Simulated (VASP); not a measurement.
Band structure of ZnO (space group P4_2/mnm). Computed with r2SCAN meta-GGA, VASP's PBE PAW potentials (set 64) (plane waves; VASP 6.6.1).

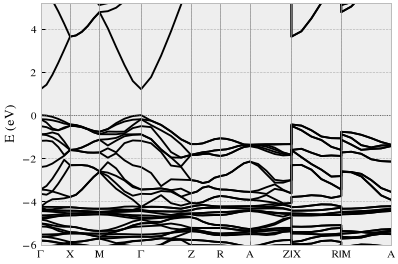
Figure. Bands along high-symmetry lines, zero at the valence-band maximum or, without a gap, the Fermi level

### Question
Read the plot: is there a gap, and where are the band edges?

### Answer
The gap is direct, 1.20 eV, from the valence maximum at Γ to the conduction minimum at Γ.

The structure comes from a computed database's ZnO entry (P4_2/mnm); how it stands against other phases isn't given here. It was relaxed first.
